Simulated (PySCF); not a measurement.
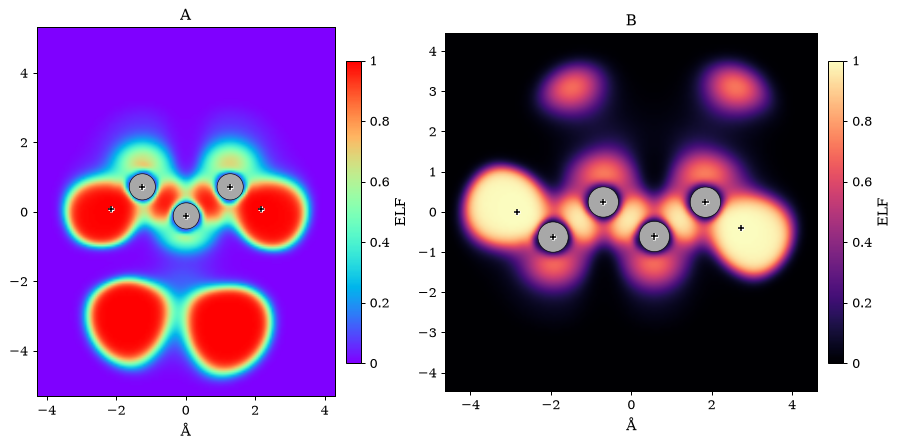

The electron localisation function of 2 systems, each on a plane through atoms (crosses mark nuclei in the plane; grey discs cover the cores).

Theory: PBE0/def2-SVPD, SCF density, gas phase in PySCF.

System 1: C3H10OSi (SMILES CC(C)O[SiH3]), the plane of atoms C2, C3 and H10. Geometry: PBE0-D3(BJ)/def2-SVP.

```
atom    x (Å)    y (Å)    z (Å)
   C  -1.0135   1.3751   0.2853
   C  -0.3307   0.0289   0.4409
   C  -1.3112  -1.1208   0.5711
   O   0.4873  -0.2046  -0.6962
  Si   2.1474  -0.2461  -0.6231
   H  -1.6610   1.5941   1.1478
   H  -1.6298   1.3780  -0.6269
   H  -0.2687   2.1798   0.1973
   H   0.2964   0.0581   1.3566
   H  -0.7747  -2.0748   0.6797
   H  -1.9662  -0.9866   1.4450
   H  -1.9377  -1.1818  -0.3321
   H   2.6189  -1.3219   0.3065
   H   2.6310  -0.5178  -2.0036
   H   2.7037   1.0563  -0.1345
```

System 2: C4H12Si2, the plane of atoms C2, C1 and H9. Geometry: GFN2-xTB.

```xyz
18

C     2.2501   -0.3711   -0.0930
C     0.8364   -0.0695    0.3892
C    -0.1480   -1.1445   -0.0846
C    -1.5837   -0.8359    0.3435
Si   -2.0308    0.9432   -0.2082
Si    0.1702    1.6430   -0.1806
H     2.5870   -1.3454    0.2628
H     2.2890   -0.3771   -1.1810
H     2.9474    0.3826    0.2674
H     0.8454   -0.0905    1.4859
H     0.1561   -2.1213    0.3076
H    -0.1048   -1.2109   -1.1766
H    -1.6555   -0.9154    1.4304
H    -2.2590   -1.5872   -0.0666
H    -2.9932    1.5371    0.7271
H    -2.6966    0.9029   -1.5176
H     0.7725    1.9846   -1.4773
H     0.6087    2.6818    0.7599
```

Question: Match each panel to its system.

Answer: Panel A is system 1, C3H10OSi: the plane holds C and H. C–C (1.52 Å): the ELF peaks at about 0.95 between the atoms: a shared electron pair. Panel B is system 2, C4H12Si2: the plane holds C and H. C–C (1.52 Å): the ELF peaks at about 0.95 between the atoms, as expected for a covalent bond.
